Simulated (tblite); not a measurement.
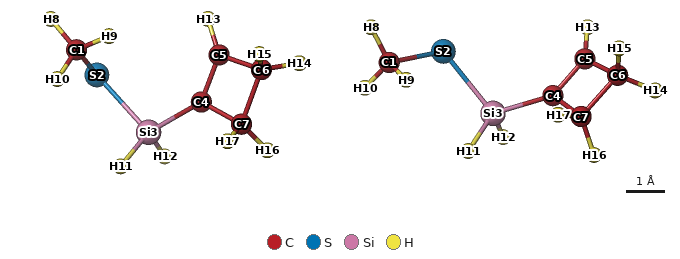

Two geometries of C5H10SSi, drawn at one scale. One is the start of a relaxation, the other its converged end. A ball-and-stick model, seen at a tilt.

All numbers below come from tblite 0.8.0, GFN2-xTB geometry optimisation, gas phase. 

**Which geometry has the lower energy?**

The left one is the relaxed one. The energy falls by 56.8 kJ/mol in 220 geometry steps. H9 moves most after the best rigid fit: 1.66 Å. By element the largest moves are H 1.66 Å, S 0.81 Å, C 0.80 Å, Si 0.53 Å. Among the contacts that change: C6–C7 1.476 → 1.548 Å, C4–C7 1.454 → 1.516 Å, C5–C6 1.458 → 1.498 Å, C4–C5 1.306 → 1.341 Å. Bond angles that change, for instance: C1–S2–Si3 106.2° → 100.0°, S2–C1–H8 112.6° → 106.9°, S2–C1–H9 104.2° → 109.7°. Groups turn about S2–Si3 by about 50°, Si3–C4 by about 30°, C1–S2 by about 25°. The run took 2.8 s on 1 thread of Arm Neoverse N1 (shared host).
